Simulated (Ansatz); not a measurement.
**SiH3(NHMe) (CH7NSi): single points with varied inputs**

Aim: run SiH3(NHMe) (CH7NSi) under a spread of inputs, and see what each costs and gives.

Method: the settings change from run to run; program: Ansatz 0.2.0, Gaussian basis.

### Step 1. The relaxed structure

The geometry comes from an earlier relaxation with PBE0-D4 in a triple-zeta def2 set; it is a stationary point, not always the lowest conformer.

10 atoms, charge 0, spin multiplicity 1.

Atoms are counted from 1 here; the program's logs count them from 0.

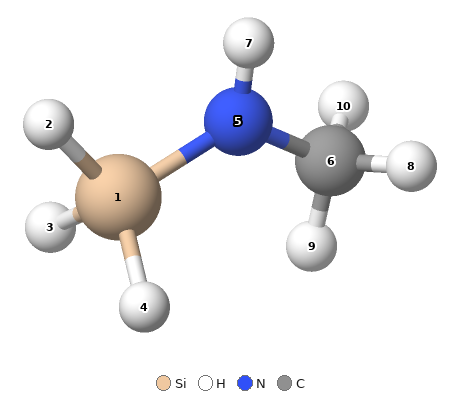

The structure; silicon light orange, hydrogen white, nitrogen blue, carbon grey; atoms are numbered from 1 in the order of the file.

Geometry (Å):

```xyz
10
charge 0, multiplicity 1
Si    0.5534    0.9566    0.8635
H     0.5319    0.9334    2.3493
H     1.9671    1.0202    0.3896
H    -0.1020    2.2058    0.3765
N    -0.2535   -0.4539    0.3359
C    -0.4778   -0.8245   -1.0411
H    -0.6235   -1.0960    1.0147
H    -1.5437   -0.8830   -1.2904
H    -0.0370   -0.0738   -1.7024
H    -0.0149   -1.7848   -1.2956
```

### Step 2. B97/def2-TZVP

This run has finite nuclei, the search for lower states set to off.

Input file in.yaml:

```yaml
crystal:
  periodic: [false, false, false]
  atoms:
    - {symbol: Si, position_ang: [0.553364, 0.956583, 0.863493]}
    - {symbol: H, position_ang: [0.531895, 0.933395, 2.349252]}
    - {symbol: H, position_ang: [1.967125, 1.020182, 0.389574]}
    - {symbol: H, position_ang: [-0.102048, 2.205841, 0.376528]}
    - {symbol: N, position_ang: [-0.253509, -0.453915, 0.335936]}
    - {symbol: C, position_ang: [-0.477824, -0.824493, -1.041133]}
    - {symbol: H, position_ang: [-0.623461, -1.095968, 1.014667]}
    - {symbol: H, position_ang: [-1.543687, -0.882952, -1.290395]}
    - {symbol: H, position_ang: [-0.036975, -0.073848, -1.702371]}
    - {symbol: H, position_ang: [-0.014879, -1.784826, -1.295551]}
basis:
  gaussian: {orbitals: def2-TZVP, nuclear_model: gaussian}
hamiltonian: {xc: {name: B97}}
scf: {lower_state_search: off}
output: {forces: true}
```

On the command line:

```console
> ansatz run in.yaml --threads 4 --pin off --events-out ev --progress --plain --max-ram 3916MiB
```

Log, shortened:

```text
Functional definition: B97
  name "B97"
  cite "Becke, J. Chem. Phys. 107, 8554 (1997) doi:10.1063/1.475007"
[...]
      + integral(e_c_pw_opposite_spin*poly(b97_u_opposite, cos0, cos1, cos2))
[...]
904 factors; their error is unknown
[...]
mean field -10518.35100607 eV, -386.5422698787 hartree, gradient 5.6e-6 eV, S^2 0.000000; 0 other end points of the search recorded, 0 dependent functions left out
[...]
reference -10518.35103331 eV, -386.5422708796 hartree; 17, 17 occupied and 124, 124 virtual orbitals, 904 factors
Total energy: -10518.35103331 eV, -386.5422708796 hartree
Atom 0 at     0.553364     0.956583     0.863493 Å, force     0.099585     0.174737     0.101608 eV/Å
Atom 1 at     0.531895     0.933395     2.349252 Å, force     0.004566     0.006519    -0.011963 eV/Å
Atom 2 at     1.967125     1.020182     0.389574 Å, force    -0.013548     0.008251     0.005383 eV/Å
Atom 3 at    -0.102048     2.205841     0.376528 Å, force     0.014061    -0.006287     0.007441 eV/Å
Atom 4 at    -0.253509    -0.453915     0.335936 Å, force     0.003304     0.000801     0.169045 eV/Å
Atom 5 at    -0.477824    -0.824493    -1.041133 Å, force    -0.044310    -0.075894    -0.259234 eV/Å
Atom 6 at    -0.623461    -1.095968     1.014667 Å, force    -0.037549    -0.062989     0.064367 eV/Å
Atom 7 at    -1.543687    -0.882952    -1.290395 Å, force    -0.058623    -0.012302    -0.020289 eV/Å
Atom 8 at    -0.036975    -0.073848    -1.702371 Å, force     0.014419     0.024388    -0.036228 eV/Å
Atom 9 at    -0.014879    -1.784826    -1.295551 Å, force     0.018094    -0.057224    -0.020130 eV/Å
Dipole moment:    -0.138156    -0.236912    -0.061804 e Å
Checks for a lower state left out: stability, starts, cluster_reference, orbital_swaps, neighbouring_geometries, increment
```

Wall time 1.7 s (4 threads of Arm Neoverse V2, shared host).

Largest force 0.274 eV/Å, dipole 1.35 D.

### Step 3. BHLYP/def2-mTZVPP

Options: charge +1, multiplicity 2, atoms shaken by 0.15 Å, a grid of angular degree 11.

Input file in.yaml:

```yaml
crystal:
  periodic: [false, false, false]
  atoms:
    - {symbol: Si, position_ang: [0.749628, 0.812295, 0.823893]}
    - {symbol: H, position_ang: [0.310966, 0.740750, 2.393174]}
    - {symbol: H, position_ang: [2.147019, 1.306737, 0.384765]}
    - {symbol: H, position_ang: [-0.291769, 2.194752, 0.469005]}
    - {symbol: N, position_ang: [-0.307743, -0.726099, 0.413714]}
    - {symbol: C, position_ang: [-0.412927, -0.797104, -1.019177]}
    - {symbol: H, position_ang: [-0.598476, -0.785496, 1.017352]}
    - {symbol: H, position_ang: [-1.556818, -0.983069, -0.999802]}
    - {symbol: H, position_ang: [-0.053956, -0.279850, -1.760731]}
    - {symbol: H, position_ang: [-0.192920, -1.660341, -1.463082]}
basis:
  gaussian: {orbitals: def2-mTZVPP, final_grid: {core_spheres: 5, valence_spheres: 4, degree: 11}}
total_charge: 1
magnetization: {spin_polarized: true, initial_magnetization: 1}
hamiltonian: {xc: {name: BHLYP}}
scf: {omitted_lower_state_checks: [starts]}
```

The command is unchanged.

Log:

```text
Functional definition: BHLYP
  name "BHLYP"
  cite "Becke, J. Chem. Phys. 98, 1372 (1993) doi:10.1063/1.464304"
  cite "Becke, Phys. Rev. A 38, 3098 (1988) doi:10.1103/PhysRevA.38.3098"
  cite "Lee, Yang & Parr, Phys. Rev. B 37, 785 (1988) doi:10.1103/PhysRevB.37.785"
  parameter a = 0.5
  exchange = (1 - a)*b88_x + a*exact_x
  correlation = lyp_c
these checks for a lower state are left out or cut short: starts
1071 factors; their error is unknown
mean field evaluation 1: about -10481.8708 eV, gradient 6.1e1 eV
mean field evaluation 2: about -10436.9074 eV, gradient 9.6e1 eV
mean field evaluation 4: about -10498.5950 eV, gradient 1.0e1 eV
mean field evaluation 8: about -10499.7119 eV, gradient 3.8e-1 eV
mean field evaluation 16: about -10499.8412 eV, gradient 5.6e-3 eV
mean field -10499.84115598 eV, -385.8620454342 hartree, gradient 1.6e-5 eV, S^2 0.761752; 0 other end points of the search recorded, 0 dependent functions left out
reference -10499.84127673 eV, -385.8620498719 hartree; 17, 16 occupied and 88, 89 virtual orbitals, 1071 factors
Total energy: -10499.84127673 eV, -385.8620498719 hartree
Checks for a lower state left out: starts
```

Wall time 0.9 s (4 threads of Arm Neoverse V2, shared host).

⟨S²⟩ 0.762.

### Step 4. revPBE/def2-SVPD

Options: relativity set to scalar.

Input file in.yaml:

```yaml
crystal:
  periodic: [false, false, false]
  atoms:
    - {symbol: Si, position_ang: [0.553364, 0.956583, 0.863493]}
    - {symbol: H, position_ang: [0.531895, 0.933395, 2.349252]}
    - {symbol: H, position_ang: [1.967125, 1.020182, 0.389574]}
    - {symbol: H, position_ang: [-0.102048, 2.205841, 0.376528]}
    - {symbol: N, position_ang: [-0.253509, -0.453915, 0.335936]}
    - {symbol: C, position_ang: [-0.477824, -0.824493, -1.041133]}
    - {symbol: H, position_ang: [-0.623461, -1.095968, 1.014667]}
    - {symbol: H, position_ang: [-1.543687, -0.882952, -1.290395]}
    - {symbol: H, position_ang: [-0.036975, -0.073848, -1.702371]}
    - {symbol: H, position_ang: [-0.014879, -1.784826, -1.295551]}
basis:
  gaussian: {orbitals: def2-SVPD}
hamiltonian: {xc: {name: revPBE}, pseudopotentials: {relativity: scalar}}
scf: {omitted_lower_state_checks: [starts]}
output: {forces: true}
```

Same command.

Log, shortened:

```text
Functional definition: revPBE
  name "revPBE"
  cite "Zhang & Yang, Phys. Rev. Lett. 80, 890 (1998) doi:10.1103/PhysRevLett.80.890"
  cite "Perdew, Burke & Ernzerhof, Phys. Rev. Lett. 77, 3865 (1996) doi:10.1103/PhysRevLett.77.3865"
[...]
1020 factors; their error is unknown
[...]
mean field -10528.06461812 eV, -386.8992385374 hartree, gradient 5.2e-5 eV, S^2 0.000000; 0 other end points of the search recorded, 0 dependent functions left out
[...]
reference -10528.06467048 eV, -386.8992404616 hartree; 17, 17 occupied and 103, 103 virtual orbitals, 1020 factors
Total energy: -10528.06467048 eV, -386.8992404616 hartree
Relativity: scalar
Atom 0 at     0.553364     0.956583     0.863493 Å, force     0.377812     0.660331     0.321410 eV/Å
Atom 1 at     0.531895     0.933395     2.349252 Å, force     0.000111     0.001864     0.306734 eV/Å
Atom 2 at     1.967125     1.020182     0.389574 Å, force     0.313144     0.025264    -0.105204 eV/Å
Atom 3 at    -0.102048     2.205841     0.376528 Å, force    -0.135304     0.283351    -0.105838 eV/Å
Atom 4 at    -0.253509    -0.453915     0.335936 Å, force    -0.222865    -0.396856    -0.224046 eV/Å
Atom 5 at    -0.477824    -0.824493    -1.041133 Å, force     0.001690    -0.001344     0.004360 eV/Å
Atom 6 at    -0.623461    -1.095968     1.014667 Å, force    -0.214600    -0.372168     0.433294 eV/Å
Atom 7 at    -1.543687    -0.882952    -1.290395 Å, force    -0.522642    -0.043970    -0.152464 eV/Å
Atom 8 at    -0.036975    -0.073848    -1.702371 Å, force     0.188940     0.321815    -0.323970 eV/Å
Atom 9 at    -0.014879    -1.784826    -1.295551 Å, force     0.213714    -0.478288    -0.154275 eV/Å
Dipole moment:    -0.130978    -0.224659    -0.062921 e Å
Checks for a lower state left out: starts
```

Wall time 0.91 s (4 threads of Arm Neoverse V2, shared host).

Largest force 0.826 eV/Å, dipole 1.29 D.

### Step 5. B3LYP5/STO-3G

Options: charge +1, multiplicity 2, coordinates scaled by 1.12.

Input file in.yaml:

```yaml
crystal:
  periodic: [false, false, false]
  atoms:
    - {symbol: Si, position_ang: [0.619768, 1.071373, 0.967112]}
    - {symbol: H, position_ang: [0.595722, 1.045403, 2.631162]}
    - {symbol: H, position_ang: [2.203180, 1.142604, 0.436323]}
    - {symbol: H, position_ang: [-0.114294, 2.470542, 0.421711]}
    - {symbol: N, position_ang: [-0.283930, -0.508385, 0.376249]}
    - {symbol: C, position_ang: [-0.535163, -0.923432, -1.166068]}
    - {symbol: H, position_ang: [-0.698276, -1.227484, 1.136427]}
    - {symbol: H, position_ang: [-1.728930, -0.988906, -1.445242]}
    - {symbol: H, position_ang: [-0.041412, -0.082710, -1.906655]}
    - {symbol: H, position_ang: [-0.016665, -1.999005, -1.451018]}
basis:
  gaussian: {orbitals: STO-3G}
total_charge: 1
magnetization: {spin_polarized: true, initial_magnetization: 1}
hamiltonian: {xc: {name: B3LYP5}}
scf: {omitted_lower_state_checks: [starts]}
```

The command is unchanged.

Log, shortened:

```text
Functional definition: B3LYP5
  name "B3LYP5"
  cite "Stephens, Devlin, Chabalowski & Frisch, J. Phys. Chem. 98, 11623 (1994) doi:10.1021/j100096a001"
  cite "Becke, Phys. Rev. A 38, 3098 (1988) doi:10.1103/PhysRevA.38.3098"
  cite "Lee, Yang & Parr, Phys. Rev. B 37, 785 (1988) doi:10.1103/PhysRevB.37.785"
  cite "Vosko, Wilk & Nusair, Can. J. Phys. 58, 1200 (1980) doi:10.1139/p80-159"
[...]
327 factors; integrals over basis functions are off by at most 3.7e-5 eV
[...]
mean field -10383.03430281 eV, -381.5694727547 hartree, gradient 2.4e-5 eV, S^2 0.756055; 0 other end points of the search recorded, 0 dependent functions left out
reference -10383.03450308 eV, -381.5694801147 hartree; 17, 16 occupied and 9, 10 virtual orbitals, 327 factors
Total energy: -10383.03450308 eV, -381.5694801147 hartree
Checks for a lower state left out: starts
```

It took 0.4 s on 4 threads of Arm Neoverse V2, shared host.

⟨S²⟩ 0.756.

### Step 6. The runs in one table

| level | charge | multiplicity | geometry | functions | energy (eV) | time |
| --- | --- | --- | --- | --- | --- | --- |
| B97/def2-TZVP | 0 | 1 | relaxed | 141 | -10518.351 | 1.7 s |
| BHLYP/def2-mTZVPP | 1 | 2 | shaken | 105 | -10499.841 | 0.9 s |
| revPBE/def2-SVPD | 0 | 1 | relaxed | 120 | -10528.065 | 0.91 s |
| B3LYP5/STO-3G | 1 | 2 | scaled | 26 | -10383.035 | 0.4 s |

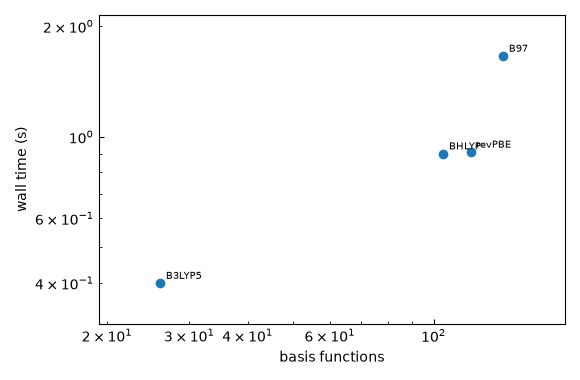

Wall time against the number of basis functions (shared host).

### Step 7. Outcome

```
                                         quantity                 value
                                             runs                     4
                                         quickest  B3LYP5/STO-3G, 0.4 s
                                          slowest  B97/def2-TZVP, 1.7 s
spread of total energies, same state and geometry                9.7 eV
                  dipole, same state and geometry        1.29 to 1.35 D
```

In words: B97/def2-TZVP took 4 times as long as B3LYP5/STO-3G. The jobs differ in tasks and options as well as level. Total energies at one charge and spin differ by 10 eV between levels, so only differences within one level mean anything. Some of these runs are scalar-relativistic and others not, which shifts the totals of all-electron atoms past neon by several eV an atom and more; core potentials, where a basis has them, take the core out of the total altogether. At the PBE0-D4/def2-TZVP geometry and in the same state, the sound runs without point charges leave forces up to 0.83 eV/Å (revPBE/def2-SVPD).
